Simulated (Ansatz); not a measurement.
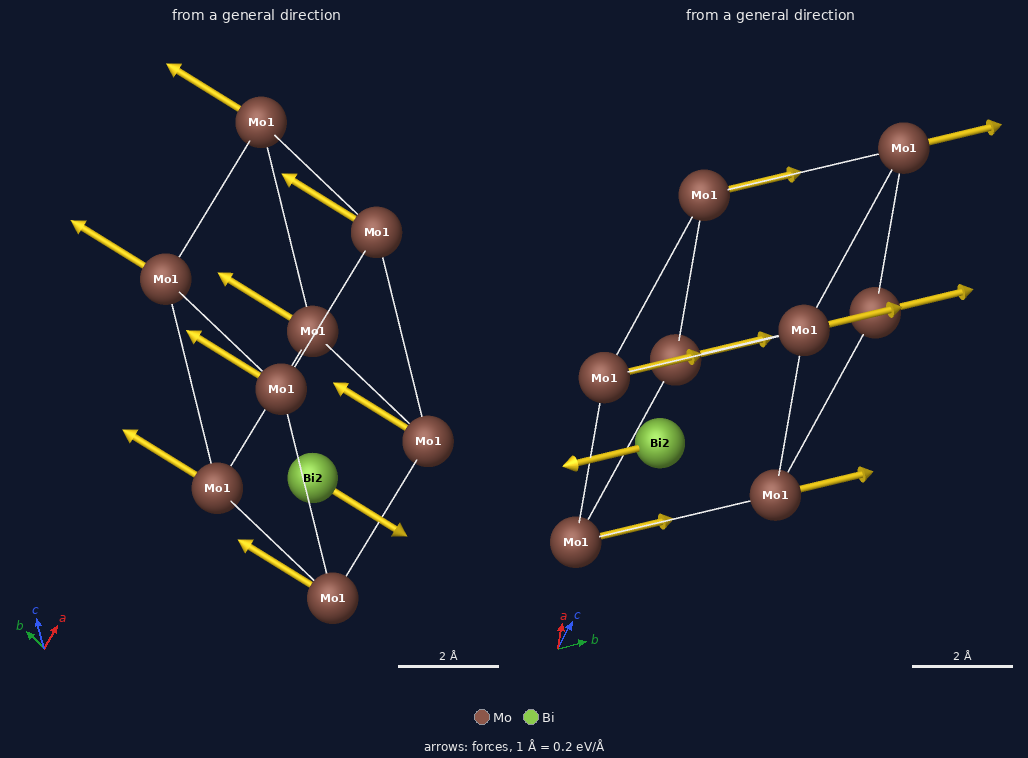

A spheres-only rendering, viewed from two general directions. Atoms at the boundary of the simulation cell (the box) are drawn once for each face, edge or corner they touch. The arrows are the computed forces on the atoms.

System: BiMo. Setup: Ansatz 0.2.0, DFT PBEsol, scalar-relativistic, plane waves, PAW; 420 eV cutoff, a 10×10×10 sampling of the Brillouin zone, Gaussian smearing of 0.05 eV, no spin polarisation.

**Judging by the arrows, is the geometry relaxed?**

No. The atoms still feel forces of up to about 0.35 eV/Å, far above a usual threshold of 0.01 to 0.03 eV/Å.

**Where does the largest force act?**

Mo1 and Bi2, about 0.35 eV/Å.

The initial geometry was a structure type filled with these elements by a generator (whether the compound takes this form wasn't checked). The cell was then strained or its atoms displaced on purpose. Ansatz was used for an electronic-structure calculation on it.
